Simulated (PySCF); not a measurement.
C6H10OP (SMILES C#C[PH+]1CCOCC1) (charge +1)

```xyz
18

C     3.1446    1.7044    0.3292
C     2.1344    1.1922   -0.0768
P     0.6693    0.4655   -0.6766
C    -0.7685    1.1365    0.2077
C    -1.9395    0.3037   -0.3646
O    -1.4192   -0.6045   -1.3176
C    -0.7662   -1.7385   -0.7759
C     0.6609   -1.3212   -0.3471
H     4.0310    2.1519    0.6839
H     0.6269    0.7446   -2.0209
H    -0.8762    2.2077    0.0261
H    -0.6110    0.9901    1.2816
H    -2.6368    0.9361   -0.9168
H    -2.4925   -0.2221    0.4197
H    -1.3381   -2.1606    0.0560
H    -0.7339   -2.4722   -1.5833
H     1.4418   -1.8276   -0.9180
H     0.8642   -1.4797    0.7170
```

Geometry: GFN2-xTB.

These are results of B3LYP/def2-SVPD, SCF density, gas phase (PySCF 2.14.0), not measurements.

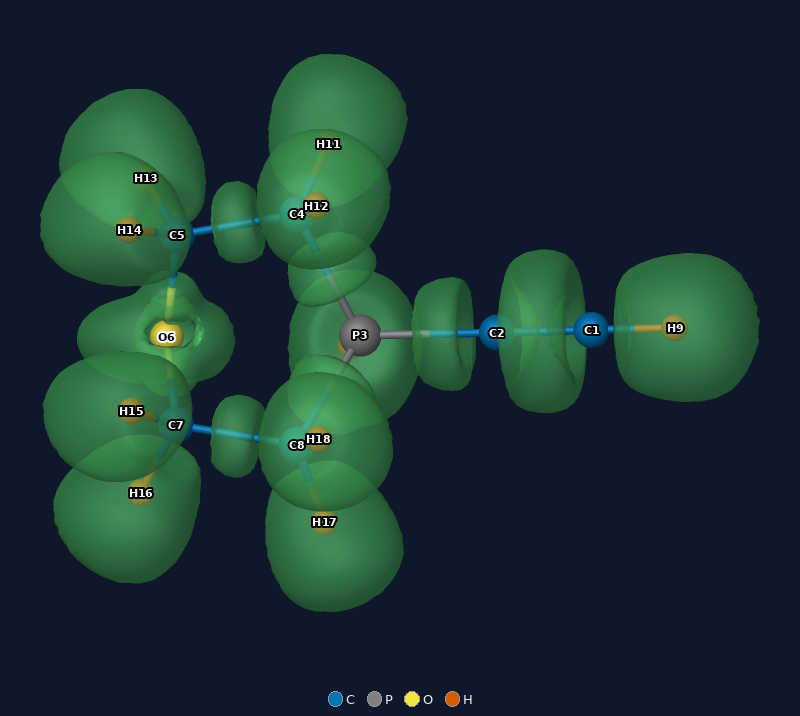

Figure 1. Isosurface of the ELF at 0.75 (green), seen across its widest extent. Core shells and regions of very low density are left out.

What do the ELF domains correspond to?

The surface consists of three regions between bonded C–C atoms (shared pairs), three regions between bonded C–P atoms (shared pairs), ten regions around hydrogen nuclei and one region on O in which the atom's valence shell and bonds are merged.


C–C (1.20 Å): the ELF peaks at about 0.85 between the atoms: a multiple bond. C–O (1.42 Å): the ELF peaks at about 0.90 between the atoms: a polar covalent bond.

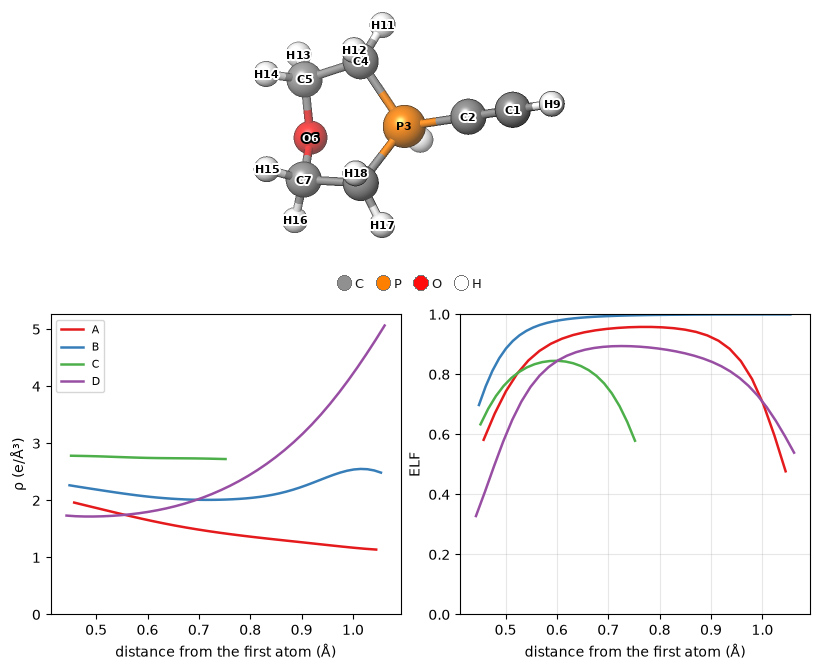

Figure 2. Total electron density and ELF along straight lines between neighbouring atoms. The curves leave out the atomic cores. The structure is drawn too.

Which curve belongs to which contact (C–C, C–H, C–O and C–P)? The first atom named is at distance zero.

Curve A: C–P (1.74 Å): ρ at the midpoint is about 1.3 e/Å³; the ELF peaks at about 0.95 between the atoms: a covalent bond. Curve B: C–H (1.05 Å): the density is about 2.2 e/Å³ at the midpoint; the ELF climbs to about 1 towards the hydrogen, as it does in any bond to H (an ordinary covalent bond to hydrogen). Curve C: C–C (1.20 Å): ρ at the midpoint is about 2.7 e/Å³; the ELF peaks at about 0.85 between the atoms; a multiple bond. Curve D: C–O (1.42 Å): ρ is about 2 e/Å³ halfway, with its minimum of 1.7 e/Å³ about 0.5 Å from C; the ELF peaks at about 0.90 between the atoms: a shared but strongly polarised pair.
